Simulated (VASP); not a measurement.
# La2Fe2S2O3: magnetic orders, part 2 of 3

Aim: compare collinear orders of La2Fe2S2O3. The start is a computed cell from the Materials Project.

VASP 6.6.1, plane waves and PAW; the level of theory is named at each step.

Still holding for the runs below: The magnetic state follows from one typed start and may not be the lowest.

So far. Step 2 (Magnetic order, 9 atoms, start order ferro): The largest moment at the end is 3.70 μB, and the moments of the cell sum to 8.00 μB.

## 3. Magnetic order, 9 atoms, start order antiferro

This step: PBE, DFT+U (Fe d 4.5 eV), spin-polarised, from moments of both signs; plane waves and PAW (La, Fe, S, O) (VASP 6.6.1).

File INCAR:

```
SYSTEM = La2Fe2S2O3
PREC = Normal
ENCUT = 480
EDIFF = 1E-06
NELM = 150
ISMEAR = -1
SIGMA = 0.05
LREAL = .FALSE.
ALGO = Normal
GGA = PE
NBANDS = 43
ISPIN = 2
MAGMOM = 0 0 4 -4 0 0 0 0 0
LDAU = .TRUE.
LDAUTYPE = 2
LDAUL = -1 2 -1 -1
LDAUU = 0 4.5 0 0
LDAUJ = 0 0 0 0
LDAUPRINT = 1
LASPH = .TRUE.
LMAXMIX = 6
AMIX = 0.2
BMIX = 1E-04
AMIX_MAG = 0.8
BMIX_MAG = 1E-04
LORBIT = 11
LWAVE = .FALSE.
LCHARG = .TRUE.
KPAR = 4
```

File POSCAR:

```
La2Fe2S2O3
1.0
   -2.0238770000      2.0238770000      9.0922220000
    2.0238770000     -2.0238770000      9.0922220000
    2.0238770000      2.0238770000     -9.0922220000
La Fe S O
2 2 2 3
Direct
    0.1818010000      0.1818010000      0.0000000000
    0.8181990000      0.8181990000      0.0000000000
    0.5000000000      0.0000000000      0.5000000000
    0.0000000000      0.5000000000      0.5000000000
    0.4049150000      0.4049150000      0.0000000000
    0.5950850000      0.5950850000      0.0000000000
    0.7500000000      0.2500000000      0.5000000000
    0.2500000000      0.7500000000      0.5000000000
    0.0000000000      0.0000000000      0.0000000000
```

File KPOINTS:

```
Automatic mesh
0
Gamma
8 8 8
0 0 0
```

PAW data sets: La, Fe, S and O (PBE family, release 64).

Started as:

```
> mpirun -np 4 vasp_std
```

What it wrote:

```text
[... set-up lines as in an earlier step ...]
 entering main loop
       N       E                     dE             d eps       ncg     rms          rms(c)
DAV:   1     0.752411959619E+03    0.75241E+03   -0.25258E+04 10260   0.211E+03
DAV:   2     0.168910138600E+03   -0.58350E+03   -0.55168E+03 11588   0.422E+02
DAV:   3    -0.332753158523E+02   -0.20219E+03   -0.19511E+03 15574   0.228E+02
DAV:   4    -0.729869363285E+02   -0.39712E+02   -0.38429E+02 18615   0.108E+02
DAV:   5    -0.769855691273E+02   -0.39986E+01   -0.39419E+01 17802   0.357E+01    0.304E+01
DAV:   6    -0.666806231842E+02    0.10305E+02   -0.28557E+02 17600   0.961E+01    0.523E+01
DAV:   7    -0.625306877821E+02    0.41499E+01   -0.12597E+02 16270   0.963E+01    0.182E+01
DAV:   8    -0.636446692807E+02   -0.11140E+01   -0.15653E+01 18952   0.284E+01    0.149E+01
DAV:   9    -0.643833800710E+02   -0.73871E+00   -0.10148E+01 18272   0.236E+01    0.119E+01
DAV:  10    -0.644765280370E+02   -0.93148E-01   -0.13173E+00 16840   0.861E+00    0.949E+00
DAV:  11    -0.645542960015E+02   -0.77768E-01   -0.14281E+00 16704   0.695E+00    0.379E+00
DAV:  12    -0.644940311434E+02    0.60265E-01   -0.18311E-01 16224   0.507E+00    0.271E+00
DAV:  13    -0.644294718302E+02    0.64559E-01   -0.20957E-01 16000   0.620E+00    0.104E+00
DAV:  14    -0.644341450671E+02   -0.46732E-02   -0.11105E-01 18312   0.220E+00    0.640E-01
DAV:  15    -0.644329940534E+02    0.11510E-02   -0.14768E-02 18424   0.124E+00    0.367E-01
DAV:  16    -0.644345479378E+02   -0.15539E-02   -0.15153E-02 17808   0.790E-01    0.236E-01
DAV:  17    -0.644347999771E+02   -0.25204E-03   -0.56713E-03 17288   0.817E-01    0.136E-01
DAV:  18    -0.644348248056E+02   -0.24828E-04   -0.27324E-03 17808   0.347E-01    0.883E-02
DAV:  19    -0.644347292187E+02    0.95587E-04   -0.36165E-04 19136   0.176E-01    0.520E-02
DAV:  20    -0.644347476736E+02   -0.18455E-04   -0.67377E-04 16808   0.258E-01    0.331E-02
DAV:  21    -0.644347433615E+02    0.43121E-05   -0.16753E-04 16424   0.920E-02    0.312E-02
DAV:  22    -0.644347451105E+02   -0.17490E-05   -0.12837E-04 17776   0.590E-02    0.255E-02
DAV:  23    -0.644347367291E+02    0.83814E-05   -0.48836E-05 15736   0.987E-02    0.913E-03
DAV:  24    -0.644347370133E+02   -0.28413E-06   -0.18046E-05 16936   0.267E-02    0.552E-03
DAV:  25    -0.644347366858E+02    0.32745E-06   -0.17799E-06  9832   0.190E-02
   1 F= -.64434737E+02 E0= -.64434737E+02  d E =-.582094E-10  mag=    -0.0000
```

It took 15 min on 4 MPI ranks of Intel Xeon Platinum 8175M at 2.50GHz (Skylake/Cascade Lake), shared host; peak memory 3.7 GiB.

From OUTCAR (step 3):

```text
The static configuration has the point symmetry D_4h.

 Found     59 irreducible k-points:

   NELECT =      68.0000    total number of electrons

atom =   3  type =  2  l = 2

 onsite density matrix

spin component  1

  0.9626  0.0000 -0.0000  0.0000  0.0000
  0.0000  0.9706 -0.0000  0.0000  0.0000
 -0.0000 -0.0000  0.9633 -0.0000  0.0290
  0.0000  0.0000 -0.0000  0.9809  0.0000
  0.0000  0.0000  0.0290  0.0000  0.9975

spin component  2

  0.0443 -0.0000  0.0000 -0.0000  0.0000
 -0.0000  0.0373 -0.0000  0.0000  0.0000
  0.0000 -0.0000  0.7627  0.0000 -0.3127
 -0.0000  0.0000  0.0000  0.0838 -0.0000
  0.0000  0.0000 -0.3127 -0.0000  0.3210

 occupancies and eigenvectors

  o =  0.0373  v =  0.0000  0.0000  0.0000  0.0000  0.0000  0.0000  1.0000 -0.0000 -0.0000 -0.0000      0.0000  0.0000  0.0000  0.0000  0.0000  0.0000  0.0000  0.0000  0.0000  0.0000
  o =  0.0443  v =  0.0000  0.0000  0.0000  0.0000  0.0000  1.0000  0.0000  0.0000  0.0000  0.0000      0.0000  0.0000  0.0000  0.0000  0.0000  0.0000  0.0000  0.0000  0.0000  0.0000
  o =  0.0838  v =  0.0000  0.0000  0.0000  0.0000  0.0000  0.0000 -0.0000 -0.0000 -1.0000 -0.0000      0.0000  0.0000  0.0000  0.0000  0.0000  0.0000  0.0000  0.0000  0.0000  0.0000
  o =  0.1590  v =  0.0000  0.0000  0.0000  0.0000  0.0000  0.0000 -0.0000 -0.4600  0.0000 -0.8879      0.0000  0.0000  0.0000  0.0000  0.0000  0.0000  0.0000  0.0000  0.0000  0.0000
  o =  0.9247  v =  0.0000  0.0000  0.0000  0.0000  0.0000  0.0000  0.0000 -0.8879  0.0000  0.4600      0.0000  0.0000  0.0000  0.0000  0.0000  0.0000  0.0000  0.0000  0.0000  0.0000
  o =  0.9468  v =  0.0000  0.0000  0.8685  0.0000 -0.4956  0.0000  0.0000  0.0000  0.0000  0.0000      0.0000  0.0000  0.0000  0.0000  0.0000  0.0000  0.0000  0.0000  0.0000  0.0000
  o =  0.9626  v =  1.0000  0.0000  0.0000  0.0000  0.0000  0.0000  0.0000  0.0000  0.0000  0.0000      0.0000  0.0000  0.0000  0.0000  0.0000  0.0000  0.0000  0.0000  0.0000  0.0000
  o =  0.9706  v =  0.0000 -1.0000  0.0000  0.0000 -0.0000  0.0000  0.0000  0.0000  0.0000  0.0000      0.0000  0.0000  0.0000  0.0000  0.0000  0.0000  0.0000  0.0000  0.0000  0.0000
  o =  0.9809  v =  0.0000 -0.0000  0.0000 -1.0000 -0.0000  0.0000  0.0000  0.0000  0.0000  0.0000      0.0000  0.0000  0.0000  0.0000  0.0000  0.0000  0.0000  0.0000  0.0000  0.0000
  o =  1.0140  v =  0.0000 -0.0000  0.4956 -0.0000  0.8685  0.0000  0.0000  0.0000  0.0000  0.0000      0.0000  0.0000  0.0000  0.0000  0.0000  0.0000  0.0000  0.0000  0.0000  0.0000

atom =   4  type =  2  l = 2

 onsite density matrix

spin component  1

  0.0443  0.0000  0.0000 -0.0000 -0.0000
  0.0000  0.0838 -0.0000  0.0000  0.0000
  0.0000 -0.0000  0.7627 -0.0000  0.3127
 -0.0000  0.0000 -0.0000  0.0373 -0.0000
 -0.0000  0.0000  0.3127 -0.0000  0.3210

spin component  2

  0.9626 -0.0000  0.0000  0.0000 -0.0000
 -0.0000  0.9809  0.0000  0.0000 -0.0000
  0.0000  0.0000  0.9633 -0.0000 -0.0290
  0.0000  0.0000 -0.0000  0.9706  0.0000
 -0.0000 -0.0000 -0.0290  0.0000  0.9975

 occupancies and eigenvectors

  o =  0.0373  v =  0.0000 -0.0000 -0.0000 -1.0000  0.0000  0.0000  0.0000  0.0000  0.0000  0.0000      0.0000  0.0000  0.0000  0.0000  0.0000  0.0000  0.0000  0.0000  0.0000  0.0000
  o =  0.0443  v =  1.0000  0.0000  0.0000  0.0000  0.0000  0.0000  0.0000  0.0000  0.0000  0.0000      0.0000  0.0000  0.0000  0.0000  0.0000  0.0000  0.0000  0.0000  0.0000  0.0000
  o =  0.0838  v =  0.0000  1.0000 -0.0000 -0.0000  0.0000  0.0000  0.0000  0.0000  0.0000  0.0000      0.0000  0.0000  0.0000  0.0000  0.0000  0.0000  0.0000  0.0000  0.0000  0.0000
  o =  0.1590  v =  0.0000 -0.0000 -0.4600  0.0000  0.8879  0.0000  0.0000  0.0000  0.0000  0.0000      0.0000  0.0000  0.0000  0.0000  0.0000  0.0000  0.0000  0.0000  0.0000  0.0000
  o =  0.9247  v =  0.0000 -0.0000  0.8879  0.0000  0.4600  0.0000  0.0000  0.0000  0.0000  0.0000      0.0000  0.0000  0.0000  0.0000  0.0000  0.0000  0.0000  0.0000  0.0000  0.0000
  o =  0.9468  v =  0.0000  0.0000  0.0000  0.0000  0.0000  0.0000 -0.0000  0.8685  0.0000  0.4956      0.0000  0.0000  0.0000  0.0000  0.0000  0.0000  0.0000  0.0000  0.0000  0.0000
  o =  0.9626  v =  0.0000  0.0000  0.0000  0.0000  0.0000  1.0000  0.0000  0.0000  0.0000  0.0000      0.0000  0.0000  0.0000  0.0000  0.0000  0.0000  0.0000  0.0000  0.0000  0.0000
  o =  0.9706  v =  0.0000  0.0000  0.0000  0.0000  0.0000  0.0000  0.0000 -0.0000  1.0000 -0.0000      0.0000  0.0000  0.0000  0.0000  0.0000  0.0000  0.0000  0.0000  0.0000  0.0000
  o =  0.9809  v =  0.0000  0.0000  0.0000  0.0000  0.0000  0.0000  1.0000  0.0000 -0.0000  0.0000      0.0000  0.0000  0.0000  0.0000  0.0000  0.0000  0.0000  0.0000  0.0000  0.0000
  o =  1.0140  v =  0.0000  0.0000  0.0000  0.0000  0.0000  0.0000 -0.0000 -0.4956 -0.0000  0.8685      0.0000  0.0000  0.0000  0.0000  0.0000  0.0000  0.0000  0.0000  0.0000  0.0000

 E-fermi :   6.7314

 spin component 1
 k-point     1 :       0.0000    0.0000    0.0000
  band No.  band energies     occupation
    ...
     30       4.7487      1.00000
     31       5.0972      1.00000
     32       5.1202      1.00000
     33       5.4100      1.00000
     34       5.5335      1.00000
     35       8.6222      0.00000
     36       8.6553      0.00000
     37       8.7175      0.00000
     38       8.8952      0.00000
     39       9.2543      0.00000
    ...

 k-point     2 :       0.1250    0.0000    0.0000
  band No.  band energies     occupation
    ...
     30       4.6116      1.00000
     31       4.9915      1.00000
     32       5.0630      1.00000
     33       5.3998      1.00000
     34       5.4477      1.00000
     35       8.5931      0.00000
     36       8.7708      0.00000
     37       8.8143      0.00000
     38       8.8661      0.00000
     39       9.3224      0.00000
    ...

 k-point     3 :       0.2500    0.0000    0.0000
  band No.  band energies     occupation
    ...
     30       4.5002      1.00000
     31       4.7087      1.00000
     32       5.1898      1.00000
     33       5.3256      1.00000
     34       5.3857      1.00000
     35       8.4964      0.00000
     36       8.6430      0.00000
     37       8.8678      0.00000
     38       9.1713      0.00000
     39       9.4152      0.00000
    ...

 k-point     4 :       0.3750    0.0000    0.0000
  band No.  band energies     occupation
    ...
     30       4.5561      1.00000
     31       4.5883      1.00000
     32       4.9470      1.00000
     33       5.3916      1.00000
     34       5.4457      1.00000
     35       8.3541      0.00000
     36       8.4908      0.00000
     37       8.7656      0.00000
     38       9.3911      0.00000
     39       9.5097      0.00000
    ...

  Total        0.9510675      0.9510675      0.1010491      0.0000000     -0.0000000      0.0000000
  in kB       10.2287764     10.2287764      1.0867875      0.0000000     -0.0000000      0.0000000
  external PRESSURE =       7.1814468 kB  Pullay stress =       0.0000000 kB

 POSITION                                       TOTAL-FORCE (eV/Angst)
 -----------------------------------------------------------------------------------
      0.00000      0.00000      3.30595        -0.000000     -0.000000      0.048604
      0.00000      0.00000     14.87849         0.000000      0.000000     -0.048604
      0.00000      2.02388      0.00000         0.000000      0.000000      0.000000
      2.02388      0.00000      0.00000         0.000000      0.000000      0.000000
      0.00000      0.00000      7.36315         0.000000      0.000000      0.123567
      0.00000      0.00000     10.82129        -0.000000     -0.000000     -0.123567
      0.00000      2.02388      4.54611         0.000000      0.000000      0.000000
      2.02388      0.00000      4.54611         0.000000      0.000000      0.000000
      0.00000      0.00000      0.00000         0.000000      0.000000      0.000000
 -----------------------------------------------------------------------------------
    total drift:                                0.000000     -0.000000      0.000000

  FREE ENERGIE OF THE ION-ELECTRON SYSTEM (eV)
  ---------------------------------------------------
  free  energy   TOTEN  =       -64.4347366858 eV

  energy  without entropy=      -64.4347366858  energy(sigma->0) =      -64.43473669

 total charge
# of ion       s       p       d       f       tot
--------------------------------------------------
    1        2.017   5.680   0.637   0.236   8.570
    2        2.017   5.680   0.637   0.236   8.570
    3        0.312   0.366   6.102   0.000   6.780
    4        0.312   0.366   6.102   0.000   6.780
    5        1.322   2.419   0.000   0.000   3.741
    6        1.322   2.419   0.000   0.000   3.741
    7        1.574   3.468   0.000   0.000   5.042
    8        1.574   3.468   0.000   0.000   5.042
    9        1.560   3.482   0.000   0.000   5.043
--------------------------------------------------
tot         12.011  27.350  13.477   0.472  53.310

 magnetization (x)
# of ion       s       p       d       f       tot
--------------------------------------------------
    1        0.000   0.000   0.000   0.000   0.000
    2        0.000   0.000   0.000   0.000   0.000
    3        0.031   0.026   3.620   0.000   3.677
    4       -0.031  -0.026  -3.620   0.000  -3.677
    5        0.000   0.000   0.000   0.000   0.000
    6        0.000   0.000   0.000   0.000   0.000
    7        0.000   0.000   0.000   0.000   0.000
    8        0.000   0.000   0.000   0.000   0.000
    9        0.000   0.000   0.000   0.000   0.000
--------------------------------------------------
tot          0.000   0.000   0.000   0.000   0.000

[... 8 parts as in an earlier step ...]

[... 9 further parts left out ...]
```

Numbers from this step:

```
electronic cycles              : 25
free energy (TOTEN)            : -64.4347 eV
Fermi energy                   : 6.731 eV
gap on the k-mesh              : 2.635 eV
least direct gap on the k-mesh : 2.823 eV
```

Spin moment in the PAW sphere by atom:

```
atom  spin moment in the PAW sphere (μB)
 La1                                0.00
 La2                                0.00
 Fe3                                3.68
 Fe4                               -3.68
  S5                                0.00
  S6                                0.00
  O7                                0.00
  O8                                0.00
  O9                                0.00
```

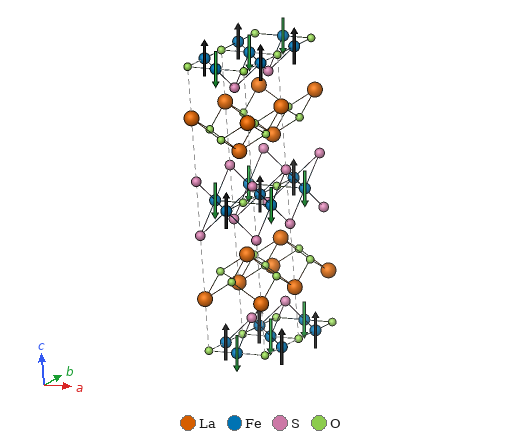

Spin moment in the PAW sphere as arrows, the longest 3.68 μB. Up and down stand for the sign. Arrows give size and sign along the axis of quantisation, drawn up and down the page. The two directions have two colours. 1×2×1 conventional cells are drawn. Some periodic images of atoms are drawn too.

Force by atom:

```csv
atom,x (eV/Å),y (eV/Å),z (eV/Å),size
La1,0.000,0.000,0.049,0.049
La2,0.000,0.000,-0.049,0.049
Fe3,0.000,0.000,0.000,0.000
Fe4,0.000,0.000,0.000,0.000
S5,0.000,0.000,0.124,0.124
S6,0.000,0.000,-0.124,0.124
O7,0.000,0.000,0.000,0.000
O8,0.000,0.000,0.000,0.000
O9,0.000,0.000,0.000,0.000
```

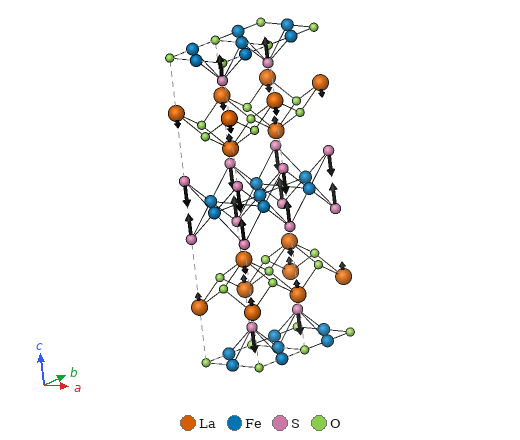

Force as arrows, the longest 0.124 eV/Å. 1×2×1 conventional cells are drawn. Some periodic images of atoms are drawn too.

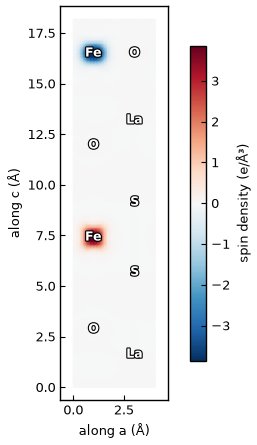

Spin density in the ac plane of the conventional cell at fractional y = 0.000, with atoms of La and Fe and S and O within 0.2 Å of it. The map starts off the cell's origin, so that atoms lie inside it.

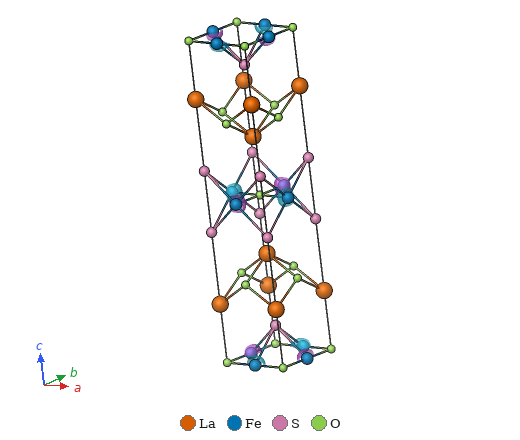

Surfaces of spin density = ±1.6 e/Å³, which hold about 50 % of the integral of its size. The two colours are the two signs.

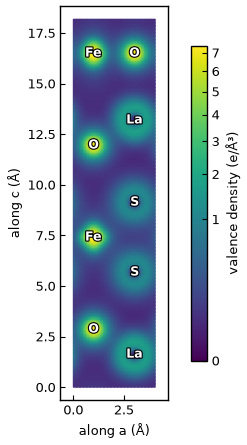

Valence density in the ac plane of the conventional cell at fractional y = 0.000, with atoms of La and Fe and S and O within 0.2 Å of it. It is the smooth field of the valence electrons, not physical close to the nuclei. The map starts off the cell's origin, so that atoms lie inside it. The colour scale is stretched toward low values.

The largest moment at the end is 3.68 μB, and the moments of the cell sum to 0.00 μB.

[end of part 2 of 3]

[Lines on the potential files, build, host, timing and source positions are cut from VASP's logs without a mark.]

[Logs are printed without paths, hosts, clocks, repeated set-up lines and the standing remarks that a program may print on its own settings, such as how far it seeks lower states.]

[Hosts, paths, dates, database ids (printed as entryN), source tags and the programs' standing remarks are cut or masked in the printed files.]

[Runs that stopped without an error message from VASP are left out.]

[In band tables of VASP the shares of atoms and orbitals are scaled to a sum of 1 inside the atoms' spheres.]
